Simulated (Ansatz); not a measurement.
## Electronic structure of ClH₄O₄Ta in real space

```xyz
10

Cl   -1.4722    1.7756   -0.1768
O    -1.1414   -1.0272   -1.1070
O     1.2756   -1.5300    0.1520
O    -0.2512    0.0099    1.8781
O     1.3541    1.0801   -0.7778
Ta    0.0885   -0.1011    0.0099
H    -1.9559   -0.6354   -1.4415
H     1.8837   -2.2652    0.2248
H    -0.8480    0.6552    2.2733
H     1.1500    1.9870   -1.0320
```

Geometry: PBE0-D4/def2-SVP; core potentials replace the inner electrons of Ta.

Level of theory: isolated molecule in a Gaussian basis; Kohn-Sham density functional theory, functional PBE0 in Ansatz.

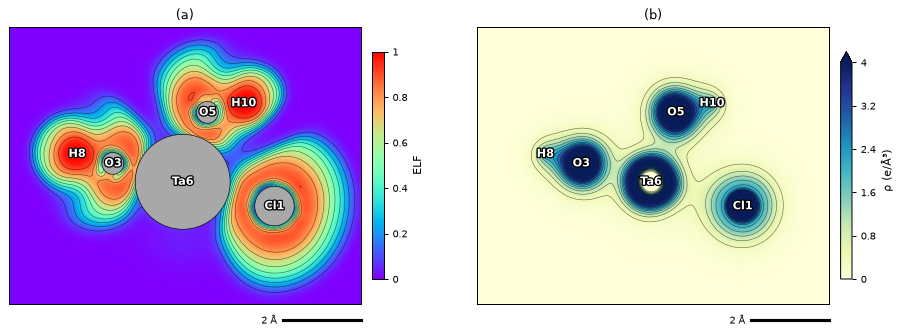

Figure 1. (a) ELF; (b) electron density on the plane of atoms Ta6, O5 and H10. Grey discs cover the atomic cores in the ELF map.

**Read the bonding off the picture.**

- The section cuts through Cl, O, Ta and H sites.
- Ta6···H10 (2.56 Å): the density falls to about 0.87 e/Å³ on the way; the ELF climbs to about 0.95 towards the hydrogen.
- Ta–O (1.86 Å): ρ is about 1 e/Å³ halfway; the ELF peaks at about 0.80 in the valence shell of O, 0.5 Å from its nucleus, and drops to about 0.20 between the two atoms.
- Ta–Cl (2.45 Å): ρ is about 0.49 e/Å³ halfway; the ELF peaks at about 0.85 in the valence shell of Cl, 0.8 Å from its nucleus, and is about 0.35 at the midpoint.
- O–H (0.96 Å): ρ is about 3.7 e/Å³ halfway; the ELF climbs to about 1 towards the hydrogen: a covalent bond by its length.

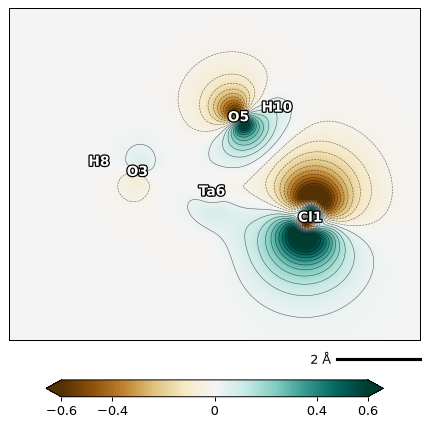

Figure 2. The HOMO on the plane of atoms Cl1, Ta6 and O5 (values in Å⁻³ᐟ²; the overall sign is arbitrary).

**Where does this orbital lie, and at what energy?**

By Hirshfeld shares it lies mainly on Cl1 (about 75 %); largely a lone pair of Cl1. It is one of a degenerate set, so its orientation is arbitrary. Its energy is −8.47 eV.
